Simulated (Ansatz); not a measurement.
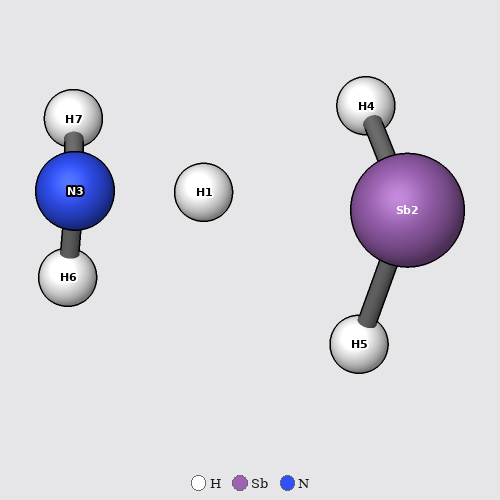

The system is the reacting system H5NSb (fragments H₃Sb + H₂N where the first distance is long, H₃N + H₂Sb where the second is long), spin multiplicity 2; the picture shows the reference structure. The first coordinate is: distance H1–N3 (bond that forms); the second: distance H1–Sb2 (bond that breaks). Relaxed at each point: all other coordinates. Grid: 9 × 9 points. Points are written as (first, second). Energies: eV, counted from the lowest grid point. Theory: UKS PBE0-D4/def2-SVP in Ansatz.

Its coordinates:

```
atom    x (Å)    y (Å)    z (Å)
   H  -0.4357  -0.9167  -0.0066
  Sb   0.7390  -0.1099   1.7272
   N  -0.8828  -0.6575  -1.2310
   H  -0.0423   1.4131   1.5835
   H   1.9843   0.4170   0.6678
   H  -0.0035  -0.3814  -1.6835
   H  -1.3589   0.2355  -1.0574
```

Range: distance H1–N3 (bond that forms) from 0.918 to 2.418 Å; distance H1–Sb2 (bond that breaks) from 1.530 to 2.730 Å.

> Predict the map.

The lowest grid point is at (1.029 Å, 2.730 Å). It lies in a valley that leaves the map towards separated partners. The highest grid point, (2.418 Å, 2.730 Å), lies 3.99 eV above the lowest.

```tsv
second ↓, first →	0.918	1.029	1.183	1.358	1.549	1.752	1.965	2.187	2.418
2.730	0.29	0.00	0.39	1.23	2.17	2.98	3.52	3.83	3.99
2.546	0.35	0.04	0.41	1.20	2.08	2.80	3.25	3.51	3.64
2.368	0.45	0.11	0.44	1.17	1.95	2.55	2.92	3.11	3.20
2.197	0.61	0.24	0.50	1.14	1.80	2.28	2.54	2.68	2.74
2.035	0.87	0.45	0.63	1.15	1.67	2.02	2.20	2.29	2.34
1.882	1.26	0.79	0.85	1.24	1.60	1.83	1.94	1.99	2.02
1.742	1.83	1.29	1.23	1.45	1.66	1.78	1.83	1.85	1.87
1.619	2.59	1.99	1.78	1.84	1.92	1.94	1.94	1.94	1.94
1.530	3.37	2.67	2.39	2.32	2.29	2.24	2.21	2.19	2.19
```

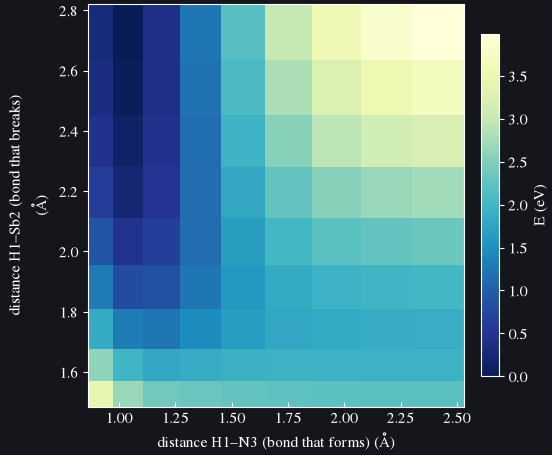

The picture shows one coloured cell a grid point.

Each point was launched as `ansatz run input.yaml --threads 1 --pin off --max-ram 2560MiB --backend cpu --events-out ev --progress --plain --runs-dir out`. The whole map (81 points run) took 28 min on 1 thread of Arm Neoverse V2, with other jobs on the host.
